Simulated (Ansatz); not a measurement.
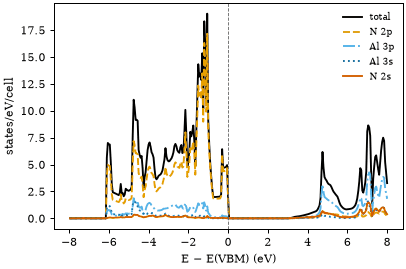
*Total and projected density of states of AlN in space group Pm-3n (No. 223; Al on 6d, N on 6c), DFT-r²SCAN in the program Ansatz with PAW potentials*

### Question
Which orbitals carry the states next to the gap?

### Answer
Top 1 eV of the valence band: N 2p 92 %. Bottom 1 eV of the conduction band: N 2s 29 %, Al 3s 28 %, Al 3p 19 %, N 2p 9 %, outside the projected shells 15 %. Projections are on Löwdin-orthogonalised atomic valence shells; empty p or d shells of many metals are not among them.

### Question
Where is the tallest occupied peak in this window, and what makes it?

### Answer
Near -1.0 eV, about 19 states/eV per cell; the largest projected share is N 2p.

The start of the workflow was typed in or built on a structure type; neither database checked (COD, Materials Project) lists it. It is not the phase usual at ambient conditions (space group No. 186, 216). The cell was relaxed with r²SCAN under the symmetry of its start; its stability against distortions is not shown here.

Potentials: the earlier of the program's two PAW sets.
